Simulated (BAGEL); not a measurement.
# C2F5 (pentafluoroethyl) at ROHF/6-31G(d) (density fitting with cc-pvqz-jkfit, spherical functions)

What is the vertical doublet–quartet gap of C2F5 (pentafluoroethyl) at ROHF/6-31G* (density fitting with cc-pvqz-jkfit, spherical functions)? 

The calculation is run with BAGEL 1.2.2.

## Step 1: Starting point

The species is C2F5 (7 atoms), meant as a doublet with charge 0. As SMILES, `F[C](F)C(F)(F)F`. Geometry: relaxed at PBE0-D4/def2-TZVP.

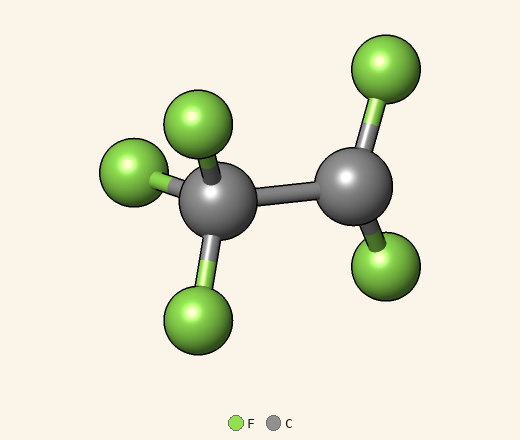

Viewed from a chosen angle; fluorine green, carbon grey.

## Step 2: A single-point energy at ROHF/6-31G(d) (density fitting with cc-pvqz-jkfit, spherical functions)

Contents of input.json:

```json
{ "bagel": [

{
  "title": "molecule",
  "basis": "6-31gs.json",
  "df_basis": "cc-pvqz-jkfit",
  "angstrom": true,
  "geometry": [
    { "atom": "F", "xyz": [       1.561030,      -0.846020,       0.512950 ] },
    { "atom": "C", "xyz": [       0.322010,      -0.468420,       0.723150 ] },
    { "atom": "F", "xyz": [      -0.464130,      -1.481230,       1.002660 ] },
    { "atom": "C", "xyz": [      -0.228340,       0.480800,      -0.320510 ] },
    { "atom": "F", "xyz": [       0.577960,       1.527090,      -0.444820 ] },
    { "atom": "F", "xyz": [      -1.434800,       0.896110,       0.043240 ] },
    { "atom": "F", "xyz": [      -0.333720,      -0.108340,      -1.516660 ] }
  ]
},

{
  "title": "rohf",
  "nopen": 1
},

{
  "title": "print",
  "file": "orbitals.molden",
  "orbitals": true
}

]}
```

The basis set 6-31G* is read from a file made from the Basis Set Exchange's data (not shown).

On the command line:

```
$ BAGEL_NUM_THREADS=1 BAGEL input.json > input.out
```

What it wrote:

```text
* using 1 threads per process

  ===============================================================
  ===============================================================

  *** Geometry ***

  { "atom" : "F", "xyz" : [      2.949919,     -1.598746,      0.969335 ] },
  { "atom" : "C", "xyz" : [      0.608511,     -0.885186,      1.366555 ] },
  { "atom" : "F", "xyz" : [     -0.877079,     -2.799119,      1.894753 ] },
  { "atom" : "C", "xyz" : [     -0.431500,      0.908580,     -0.605676 ] },
  { "atom" : "F", "xyz" : [      1.092186,      2.885782,     -0.840588 ] },
  { "atom" : "F", "xyz" : [     -2.711379,      1.693402,      0.081712 ] },
  { "atom" : "F", "xyz" : [     -0.630639,     -0.204733,     -2.866072 ] },

  Number of auxiliary basis functions:      742

  Since a DF basis is specified, we compute 2- and 3-index integrals:
    o Being stored without compression. Storage requirement is 0.057 GB

  Number of basis functions:       98
  Number of electrons      :       57

    * METHOD: MOLECULE                             0.36

  *** Open-shell HF ***

  === Nuclear Repulsion ===
   346.1120023625

      * DIIS with orbital gradients will be used.

  === ROHF iteration (6-31gs.json) ===
      0       -572.47267469          0.04986272           0.20
      1       -572.70247867          0.03545956           0.20
      2       -572.80170530          0.02223210           0.20
      3       -572.86917472          0.00120053           0.20
      4       -572.86994226          0.00042824           0.20
      5       -572.87015291          0.00017115           0.20
      6       -572.87018738          0.00006459           0.20
      7       -572.87021436          0.00002303           0.20
      8       -572.87021843          0.00000688           0.20
      9       -572.87022116          0.00000254           0.19
     10       -572.87022161          0.00000118           0.20
     11       -572.87022168          0.00000029           0.19
     12       -572.87022172          0.00000010           0.20
     13       -572.87022173          0.00000004           0.20
     14       -572.87022173          0.00000002           0.20
     15       -572.87022173          0.00000001           0.19
    * SCF iteration converged.

    * S^2 (ROHF) is 0.7500

    * Permanent dipole moment:
           (   -0.043190,    -0.052895,    -0.246100) a.u.

    * METHOD: ROHF                                 3.31

    * METHOD: PRINT                                0.01

  ===============================================================
```

It took 3.9 s on 1 thread of AMD EPYC 9R45 (Zen 5), shared host; peak memory 0.2 GiB.

## Step 3: The quartet, same level

Edit input.json of step 2 so:

```diff
@@ -18,12 +18,5 @@
 
-{
-  "title": "rohf",
-  "nopen": 1
-},
+{ "title": "rohf", "nopen": 3 },
 
-{
-  "title": "print",
-  "file": "orbitals.molden",
-  "orbitals": true
-}
+{ "title": "print", "file": "orbitals.molden", "orbitals": true }
```

The basis set 6-31G* is read from a file made from the Basis Set Exchange's data (not shown).

On the command line:

```
$ BAGEL_NUM_THREADS=1 BAGEL input.json > input.out
```

What it wrote:

```text
* using 1 threads per process

  ===============================================================
  ===============================================================

  *** Geometry ***

  { "atom" : "F", "xyz" : [      2.949919,     -1.598746,      0.969335 ] },
  { "atom" : "C", "xyz" : [      0.608511,     -0.885186,      1.366555 ] },
  { "atom" : "F", "xyz" : [     -0.877079,     -2.799119,      1.894753 ] },
  { "atom" : "C", "xyz" : [     -0.431500,      0.908580,     -0.605676 ] },
  { "atom" : "F", "xyz" : [      1.092186,      2.885782,     -0.840588 ] },
  { "atom" : "F", "xyz" : [     -2.711379,      1.693402,      0.081712 ] },
  { "atom" : "F", "xyz" : [     -0.630639,     -0.204733,     -2.866072 ] },

  Number of auxiliary basis functions:      742

  Since a DF basis is specified, we compute 2- and 3-index integrals:
    o Being stored without compression. Storage requirement is 0.057 GB

  Number of basis functions:       98
  Number of electrons      :       57

    * METHOD: MOLECULE                             0.37

  *** Open-shell HF ***

  === Nuclear Repulsion ===
   346.1120023625

      * DIIS with orbital gradients will be used.

  === ROHF iteration (6-31gs.json) ===
      0       -572.03014840          0.04470281           0.21
      1       -572.20798355          0.03457028           0.21
      2       -572.29313336          0.02424764           0.21
      3       -572.37608115          0.00131334           0.20
      4       -572.37710637          0.00059429           0.20
      5       -572.37748878          0.00031141           0.20
      6       -572.37759417          0.00009982           0.20
      7       -572.37763559          0.00003668           0.20
      8       -572.37764640          0.00001534           0.20
      9       -572.37764829          0.00000628           0.20
     10       -572.37764869          0.00000290           0.20
     11       -572.37764862          0.00000169           0.20
     12       -572.37764861          0.00000064           0.20
     13       -572.37764860          0.00000030           0.20
     14       -572.37764862          0.00000018           0.20
     15       -572.37764863          0.00000011           0.20
     16       -572.37764863          0.00000008           0.20
     17       -572.37764864          0.00000006           0.20
     18       -572.37764864          0.00000006           0.20
     19       -572.37764864          0.00000005           0.19
     20       -572.37764864          0.00000004           0.20
     21       -572.37764864          0.00000003           0.20
     22       -572.37764864          0.00000002           0.20
     23       -572.37764864          0.00000001           0.19
     24       -572.37764864          0.00000001           0.20
    * SCF iteration converged.

    * S^2 (ROHF) is 3.7500

    * Permanent dipole moment:
           (    0.002025,    -0.099967,    -0.121153) a.u.

    * METHOD: ROHF                                 5.15

    * METHOD: PRINT                                0.01

  ===============================================================
```

Wall time 5.7 s (1 thread of AMD EPYC 9R45 (Zen 5), shared host); peak memory 0.2 GiB.

## Step 4: Results

At ROHF/6-31G* (density fitting with cc-pvqz-jkfit, spherical functions):

| quantity | value |
| --- | --- |
| doublet: total energy | -572.87022 Eh |
| doublet: dipole moment | 0.65 D |
| doublet: ⟨S²⟩ | 0.750 |
| quartet: total energy | -572.37765 Eh |
| quartet: dipole moment | 0.40 D |
| quartet: ⟨S²⟩ | 3.750 |
| vertical energy of the quartet above the doublet | 13.404 eV |

At this shape the quartet lies 13.40 eV (1293 kJ/mol) above the doublet.
